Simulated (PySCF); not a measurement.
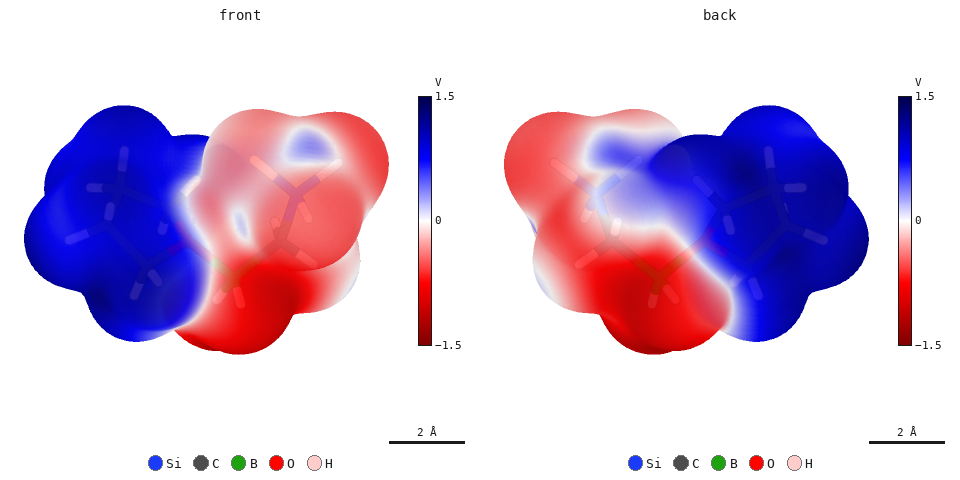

C5H15BOSi (SMILES [SiH3]C[BH2-][O+]1CCCC1). The electrostatic potential painted on the density surface at 0.002 e/bohr³, seen from the front and from behind; the colour scale runs from red (negative) to blue (positive).

Geometry: GFN2-xTB.

Level of theory: PySCF, PBE0/pcSseg-1, SCF density, gas phase, non-relativistic.

```xyz
23

Si    2.5411    1.1069    0.7383
C     2.2870   -0.2390   -0.5622
B     1.0864   -1.2790   -0.2412
O    -0.2191   -0.3415    0.1399
C    -0.7384    0.4191   -0.9426
C    -2.1161    0.9044   -0.4736
C    -2.4576   -0.0316    0.6996
C    -1.3224   -1.0553    0.6763
H     2.8372    0.5501    2.0606
H     3.6422    2.0035    0.3532
H     1.3497    1.9678    0.8778
H     2.1628    0.2291   -1.5436
H     3.2144   -0.8107   -0.6366
H     1.2601   -1.9148    0.7495
H     0.7312   -1.9425   -1.1733
H    -0.8227   -0.2186   -1.8314
H    -0.0382    1.2274   -1.1478
H    -2.0738    1.9407   -0.1432
H    -2.8471    0.8346   -1.2770
H    -2.4523    0.5166    1.6409
H    -3.4288   -0.5072    0.5838
H    -1.5632   -1.9088    0.0297
H    -1.0373   -1.4241    1.6608
```

> Which sites attract a positive test charge, and which a negative one?

A positive charge is drawn to the negative regions and a negative charge to the positive ones. The most negative region (about −1.2 V) lies over H14, the most positive (about +1.3 V) over the C and H atoms.

> How polar is the molecule by this calculation?

Its dipole moment is 5.27 D.
